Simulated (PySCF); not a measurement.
```xyz
18

C     3.2965    0.2008   -0.8062
C     2.1510   -0.0396   -1.0793
Si    0.3928   -0.4171   -1.5387
C    -0.6363   -0.0661    0.0517
Si   -0.5833    1.7552    0.6229
Si   -0.2105   -1.2246    1.5099
C    -1.9793   -0.3723   -0.4082
O    -2.1992   -0.7497   -1.5408
H     4.2983    0.4133   -0.5622
H     0.0082    0.4964   -2.6127
H     0.3180   -1.8322   -1.8973
H    -1.5771    1.9600    1.6821
H     0.7566    2.0454    1.1262
H    -0.9059    2.6364   -0.5007
H     1.1373   -0.9040    1.9723
H    -1.1820   -1.0238    2.5905
H    -0.2798   -2.6194    1.0701
H    -2.8140   -0.2523    0.3089
```

Geometry: GFN2-xTB.

Computed with PySCF, PBE0/pcSseg-1, SCF density, gas phase, non-relativistic.

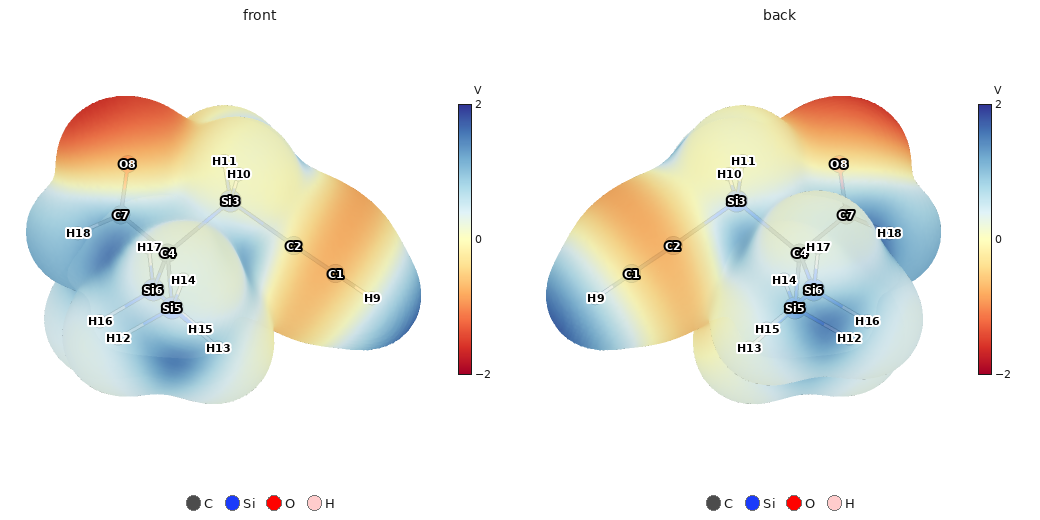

C$_{4}$H$_{10}$OSi$_{3}$. The electrostatic potential painted on the density surface at 0.002 e/bohr³, seen from the front and from behind; red is negative and blue positive.

**Which sites attract a positive test charge, and which a negative one?**

A positive charge is drawn to the negative regions and a negative charge to the positive ones. The most negative region (about −1.5 V) lies over O8, the most positive (about +1.6 V) over H9. O8 is the likeliest acceptor of a hydrogen bond.

**How polar is the molecule by this calculation?**

Its dipole moment is 2.66 D.
